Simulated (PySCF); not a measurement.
Run report: C3H9GeN, geometry relaxation

System: C3H9GeN, SMILES C=C[CH2][GeH2][NH2].
Method: PBE0-D3(BJ)/def2-SVP geometry optimisation, gas phase (PySCF 2.14.0).

It belongs to a series of runs on one base structure; here: constitutional isomer.

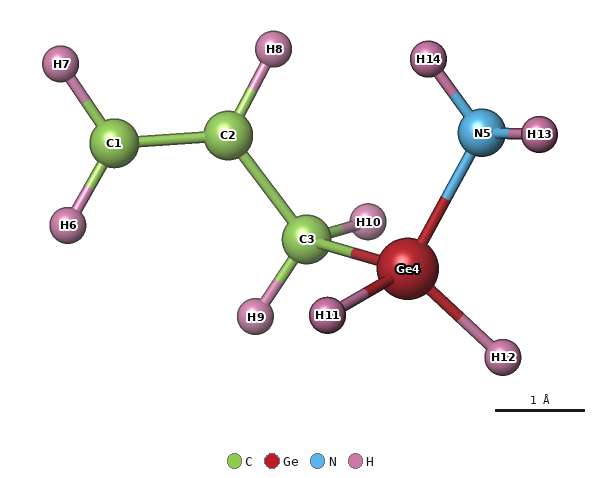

Fig. 1: The structure as given in the input (ball-and-stick view, seen at a tilt; atoms are numbered from 1 in the order of the input). Sticks mark near contacts.

### Summary

```json
{"quantity": "outcome", "value": "converged"}
{"quantity": "total energy", "value": "−2250.619787 hartree"}
{"quantity": "dipole moment", "value": "0.78 D"}
{"quantity": "point group", "value": "C1"}
{"quantity": "hardware", "value": "1 CPU thread, shared host"}
{"quantity": "wall time", "value": "61 s"}
{"quantity": "peak memory", "value": "0.52 GiB"}
```

### The input
```
{"job": {"xc": "PBE0", "basis": "def2-SVP", "d3": "d3bj", "grid": 1, "shake": 0.01, "kind": "geom"}, "charge": 0, "multiplicity": 1}
C     -2.143240     0.148910     0.930940
C     -1.175370     0.655980     0.201830
C     -0.579150    -0.026340    -0.973040
Ge     1.236480    -0.806400    -0.487630
N      2.209780     0.522400     0.206170
H     -2.629300    -0.765350     0.686040
H     -2.553430     0.699530     1.776950
H     -0.712290     1.620230     0.459510
H     -1.216770    -0.807370    -1.312740
H     -0.395380     0.687940    -1.762150
H      1.022280    -1.998730     0.458790
H      1.986180    -1.283070    -1.676930
H      3.145100     0.317030     0.425750
H      1.797950     1.020150     1.013960
```

The first line tells a small driver script what to run in PySCF; the rest is the geometry in Å.

Launched with:
```bash
OMP_NUM_THREADS=1 python <driver script> task.json out
```

### The program's output
```
step   0  E = -2250.61124245  max force = 0.035493
step   1  E = -2250.61857676  max force = 0.011181
step   2  E = -2250.61947634  max force = 0.004806
step   3  E = -2250.61962969  max force = 0.003873
step   4  E = -2250.61972856  max force = 0.001691
step   5  E = -2250.61977557  max force = 0.000477
step   6  E = -2250.61978654  max force = 0.000444
optimisation converged
```

### Trajectory as extended XYZ (Å, eV, eV/Å), 7 frames, from step=0 to step=6
```
14
Properties=species:S:1:pos:R:3:forces:R:3 step=0 energy=-61242.25130
C    -2.1432    0.1489    0.9309   -0.7820   0.8324   1.1182
C    -1.1754    0.6560    0.2018    1.2203   0.3306  -0.7680
C    -0.5792   -0.0263   -0.9730    1.5446   0.2836   1.1001
Ge    1.2365   -0.8064   -0.4876   -1.8251  -0.1308   0.0383
N     2.2098    0.5224    0.2062   -1.2688   1.7896   0.8348
H    -2.6293   -0.7653    0.6860   -0.4094  -1.0711  -0.2880
H    -2.5534    0.6995    1.7770   -0.0010   0.0173   0.1929
H    -0.7123    1.6202    0.4595   -0.1812  -0.0414   0.1159
H    -1.2168   -0.8074   -1.3127   -0.6841  -1.0258  -0.5624
H    -0.3954    0.6879   -1.7622    0.1363   0.3594  -0.6707
H     1.0223   -1.9987    0.4588   -0.1394  -0.1901   0.1706
H     1.9862   -1.2831   -1.6769    0.5048  -0.3618  -0.9541
H     3.1451    0.3170    0.4258    1.6284  -0.3695   0.2955
H     1.7979    1.0201    1.0140    0.2566  -0.4225  -0.6232
14
Properties=species:S:1:pos:R:3:forces:R:3 step=1 energy=-61242.45088
C    -2.1337    0.1536    0.9722   -0.0680  -0.1369  -0.1884
C    -1.1535    0.6439    0.2069    0.0085   0.0553   0.0974
C    -0.5516   -0.0216   -0.9795   -0.0771  -0.1713  -0.1525
Ge    1.2236   -0.7647   -0.5503    0.2449   0.1375  -0.1243
N     2.1611    0.6390    0.2582   -0.1207  -0.5750  -0.0992
H    -2.6203   -0.8010    0.7308    0.0690   0.0713   0.0686
H    -2.5070    0.6969    1.8406   -0.0103   0.0437   0.0776
H    -0.7170    1.6137    0.4783    0.0271   0.0025   0.0052
H    -1.1962   -0.8435   -1.3517    0.1713   0.1712   0.0579
H    -0.3950    0.7007   -1.7993   -0.0211  -0.0674   0.0299
H     1.0357   -2.0066    0.3670    0.0153   0.0711  -0.0260
H     1.9852   -1.2069   -1.8379   -0.1050   0.1496   0.2428
H     3.1398    0.4043    0.4519   -0.2461   0.0433  -0.0851
H     1.7177    0.7822    1.1652    0.1123   0.2050   0.0962
14
Properties=species:S:1:pos:R:3:forces:R:3 step=2 energy=-61242.47536
C    -2.1319    0.1491    0.9645   -0.0131   0.0412   0.0587
C    -1.1519    0.6477    0.2048   -0.0248  -0.0609  -0.0063
C    -0.5518   -0.0201   -0.9831   -0.0105  -0.0132  -0.0514
Ge    1.2114   -0.7676   -0.5461    0.1001   0.1204   0.0499
N     2.1502    0.6160    0.2596   -0.1164  -0.2471   0.0548
H    -2.6050   -0.8138    0.7431    0.0216   0.0171  -0.0290
H    -2.5013    0.6912    1.8385    0.0002  -0.0006   0.0122
H    -0.7132    1.6161    0.4798   -0.0143  -0.0084  -0.0135
H    -1.1896   -0.8369   -1.3583    0.0092   0.0309   0.0156
H    -0.3907    0.6988   -1.8025   -0.0051  -0.0125  -0.0076
H     1.0206   -2.0066    0.3659   -0.0140  -0.0106   0.0028
H     1.9788   -1.1897   -1.8162    0.0260   0.0453   0.0160
H     3.1278    0.3838    0.4327   -0.0428   0.0265  -0.0407
H     1.7355    0.8220    1.1699    0.0838   0.0720  -0.0614
14
Properties=species:S:1:pos:R:3:forces:R:3 step=3 energy=-61242.47953
C    -2.1420    0.1589    0.9775    0.0476  -0.1150  -0.0986
C    -1.1637    0.6327    0.2001    0.0870   0.1991   0.0380
C    -0.5546   -0.0268   -0.9897   -0.0686  -0.0332   0.0813
Ge    1.2100   -0.7695   -0.5433   -0.0499   0.0396   0.0842
N     2.1480    0.5931    0.2686   -0.0277   0.0014   0.0838
H    -2.6150   -0.8026    0.7572   -0.0674  -0.0366   0.0383
H    -2.4991    0.7080    1.8536    0.0248  -0.0101  -0.0543
H    -0.7215    1.6012    0.4665    0.0194   0.0336   0.0012
H    -1.1850   -0.8418   -1.3722   -0.0490  -0.0684  -0.0216
H    -0.3930    0.6952   -1.8053   -0.0047   0.0182   0.0018
H     1.0171   -2.0198    0.3521   -0.0239  -0.0235  -0.0053
H     1.9963   -1.1590   -1.8050    0.0524  -0.0153  -0.0732
H     3.1295    0.3729    0.4156    0.0583   0.0098  -0.0263
H     1.7618    0.8475    1.1769    0.0015   0.0000  -0.0494
14
Properties=species:S:1:pos:R:3:forces:R:3 step=4 energy=-61242.48222
C    -2.1384    0.1487    0.9647   -0.0026   0.0708   0.0699
C    -1.1607    0.6517    0.2055   -0.0268  -0.0856  -0.0410
C    -0.5615   -0.0216   -0.9802    0.0869   0.0689  -0.0040
Ge    1.2024   -0.7706   -0.5318   -0.0726  -0.0122   0.0067
N     2.1584    0.5820    0.2659    0.0377   0.0635   0.0439
H    -2.6054   -0.8136    0.7324   -0.0020  -0.0137   0.0016
H    -2.5077    0.6833    1.8435   -0.0128  -0.0029  -0.0043
H    -0.7248    1.6227    0.4752   -0.0044  -0.0152   0.0056
H    -1.1986   -0.8365   -1.3537   -0.0317  -0.0364   0.0063
H    -0.3999    0.6936   -1.8019    0.0137   0.0008  -0.0211
H     0.9993   -2.0201    0.3648   -0.0161  -0.0053  -0.0131
H     1.9898   -1.1630   -1.7953    0.0232  -0.0256  -0.0375
H     3.1433    0.3657    0.3923    0.0430   0.0051  -0.0226
H     1.7926    0.8677    1.1711   -0.0356  -0.0123   0.0096
14
Properties=species:S:1:pos:R:3:forces:R:3 step=5 energy=-61242.48350
C    -2.1378    0.1520    0.9705   -0.0019   0.0208   0.0246
C    -1.1611    0.6439    0.2021   -0.0031  -0.0130  -0.0185
C    -0.5585   -0.0244   -0.9847   -0.0022   0.0028  -0.0063
Ge    1.2050   -0.7697   -0.5374    0.0116   0.0050   0.0050
N     2.1550    0.5858    0.2717    0.0029  -0.0095   0.0166
H    -2.6138   -0.8110    0.7572    0.0180   0.0025  -0.0242
H    -2.5012    0.7008    1.8426   -0.0032   0.0022   0.0118
H    -0.7237    1.6149    0.4690   -0.0068  -0.0007   0.0026
H    -1.1941   -0.8417   -1.3600   -0.0001  -0.0042   0.0088
H    -0.3971    0.6931   -1.8051   -0.0044  -0.0040  -0.0012
H     0.9999   -2.0241    0.3519   -0.0056  -0.0021  -0.0058
H     1.9948   -1.1599   -1.8038    0.0025   0.0000   0.0068
H     3.1419    0.3749    0.4000   -0.0058   0.0087  -0.0163
H     1.7795    0.8554    1.1785   -0.0018  -0.0084  -0.0039
14
Properties=species:S:1:pos:R:3:forces:R:3 step=6 energy=-61242.48380
C    -2.1349    0.1554    0.9731    0.0043  -0.0190  -0.0168
C    -1.1605    0.6466    0.2015    0.0051   0.0228   0.0084
C    -0.5598   -0.0250   -0.9844   -0.0079   0.0035  -0.0079
Ge    1.2037   -0.7701   -0.5376    0.0193   0.0074   0.0015
N     2.1532    0.5849    0.2735   -0.0104  -0.0147   0.0104
H    -2.6031   -0.8097    0.7530   -0.0122   0.0023   0.0128
H    -2.5011    0.7010    1.8464    0.0054  -0.0021  -0.0038
H    -0.7237    1.6186    0.4657    0.0014   0.0021  -0.0046
H    -1.1958   -0.8439   -1.3559    0.0015   0.0032   0.0091
H    -0.3999    0.6903   -1.8070   -0.0051  -0.0061  -0.0019
H     0.9969   -2.0257    0.3493   -0.0033  -0.0027  -0.0010
H     1.9939   -1.1602   -1.8040    0.0015   0.0031   0.0083
H     3.1415    0.3778    0.3970   -0.0083   0.0068  -0.0098
H     1.7783    0.8501    1.1818    0.0086  -0.0067  -0.0048
```

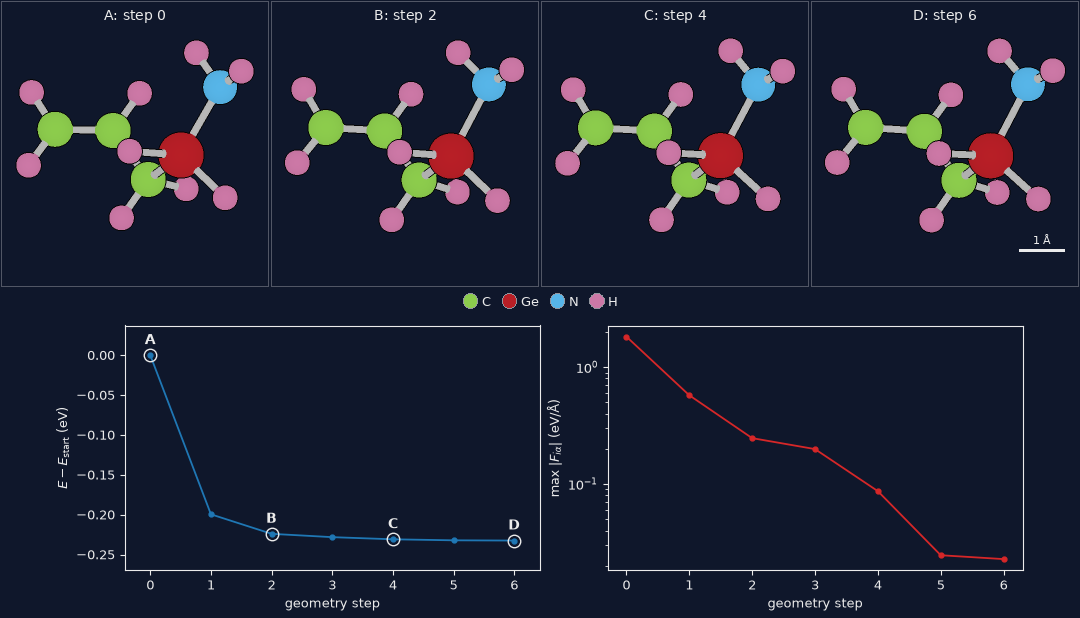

Fig. 2: Frames of the relaxation (ball-and-stick view, seen at a tilt) above the curves, on which the letters mark them (steps are counted from 0).

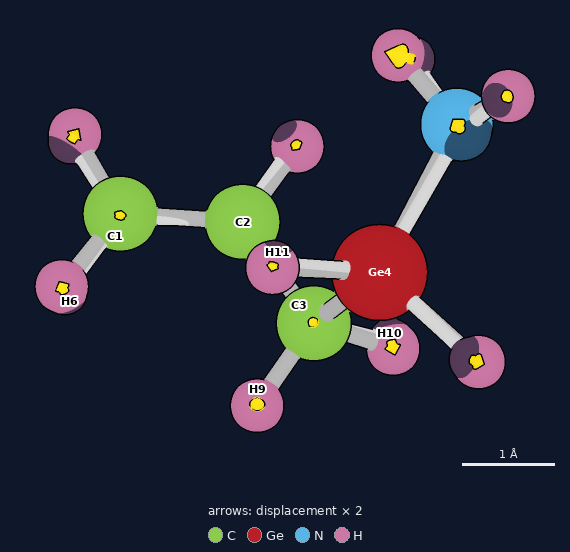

Fig. 3: Start (faint) and end (solid) with the displacements as yellow arrows, magnified 2 times (ball-and-stick view, seen at a tilt). The two geometries are laid on each other by the best rigid fit. The atom that moves furthest after the best rigid fit is H14 (0.21 Å). Largest moves by element: H 0.21 Å, N 0.10 Å, C 0.05 Å, Ge 0.04 Å. Among the contacts that change: C3–Ge4 2.035 → 1.966 Å, Ge4–H12 1.484 → 1.543 Å, Ge4–N5 1.787 → 1.843 Å, N5–H13 0.982 → 1.017 Å. Among the angles that change: Ge4–N5–H14 116.4° → 113.2°, Ge4–N5–H13 116.7° → 113.9°, C1–C2–H8 121.2° → 118.5°. After 6 geometry steps the energy has fallen by 0.232 eV. The largest force component goes from 1.8 to 0.023 eV/Å. (Atoms are counted from 1 in the order of the input.)
